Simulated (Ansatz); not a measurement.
# H$_{4}$O$_{4}$Si···H$_{2}$: what the fields show

Input

```
crystal:
  periodic: [false, false, false]
  atoms:
    - {symbol: Si, position_ang: [-0.526653, -0.413805, -0.076677]}
    - {symbol: H, position_ang: [2.741987, 1.784700, 0.423733]}
    - {symbol: O, position_ang: [0.728679, -0.781019, 0.895309]}
    - {symbol: O, position_ang: [-1.853520, -1.072571, 0.605421]}
    - {symbol: O, position_ang: [-0.450863, -1.001651, -1.595878]}
    - {symbol: H, position_ang: [2.019591, 1.896546, 0.263094]}
    - {symbol: O, position_ang: [-0.534245, 1.213318, -0.217496]}
    - {symbol: H, position_ang: [1.504285, -0.222458, 0.817749]}
    - {symbol: H, position_ang: [-1.890801, -1.065499, 1.562820]}
    - {symbol: H, position_ang: [-0.719153, -1.913276, -1.717878]}
    - {symbol: H, position_ang: [-1.019409, 1.575613, -0.960195]}
basis:
  gaussian: {orbitals: def2-TZVPP}
hamiltonian: {xc: pbe0, dispersion: d4}
output: {orbitals: {seedname: orbitals}}
```

Launched as:

```sh
ansatz run in.yaml --threads 8 --pin off --events-out ev --progress --plain --max-ram 19148MiB
```

The product side of a reaction path; geometry: PBE0-D4/def2-TZVP; a saddle point, not a minimum.

Level of theory: RKS PBE0-D4/def2-TZVPP in Ansatz 0.2.0.

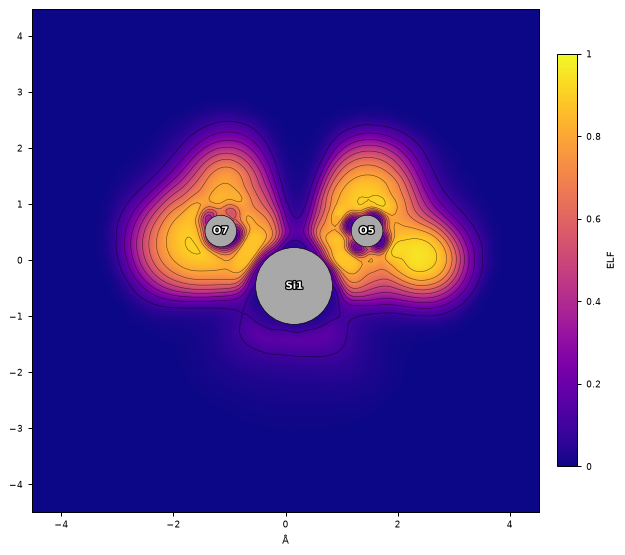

Figure 1. Electron localisation function on the plane of atoms O5, Si1 and O7. Grey discs cover the atomic cores.

What do the fields say about this system?

Answer.
- Atoms in the plane: Si and O.
- Si–O (1.63 Å): the ELF peaks at about 0.90 between the atoms; a polar covalent bond.
- The ELF also peaks beside O7 and O5, away from the bonds: lone-pair regions.

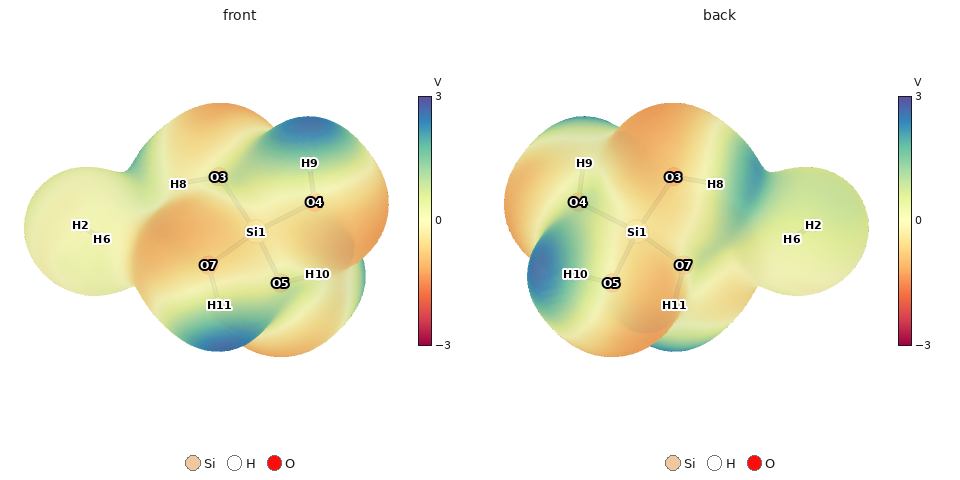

Figure 2. The electrostatic potential painted on the density surface at 0.002 e/bohr³, seen from the front and from behind; red is negative and blue positive.

Where is the surface potential most negative and most positive?

Answer. The most negative region (about −1.2 V, or −28 kcal/mol for a unit charge) lies over O3, O4 and O5, the most positive (about +2.6 V, or +60 kcal/mol for a unit charge) over H9, H10 and H11.

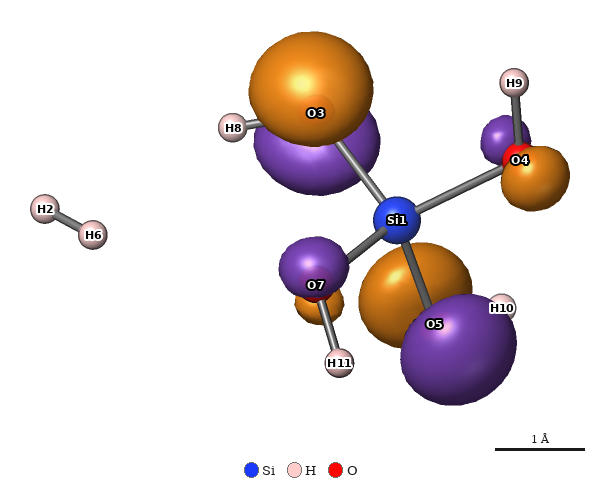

Figure 3. The HOMO at ±0.2 Å⁻³ᐟ² (orange and purple are the two phases), seen across its widest extent.

What is the character of this orbital?

Answer. By Hirshfeld shares it lies mainly on O3 (about 40 %) and O5 (about 35 %); largely a combination of lone pairs on O3 and O5. Its energy is −9.11 eV.

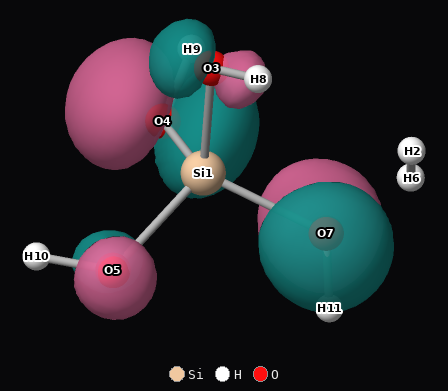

Figure 4. The HOMO−1 at ±0.15 Å⁻³ᐟ² (teal and pink are the two phases), seen at an oblique angle.

What is the character of this orbital?

Answer. Its weight (Hirshfeld) is mainly on O4 (about 40 %), O7 (about 35 %) and O5 (about 5 %); largely a combination of lone pairs on O4, O7 and O5. Its energy is −9.15 eV.
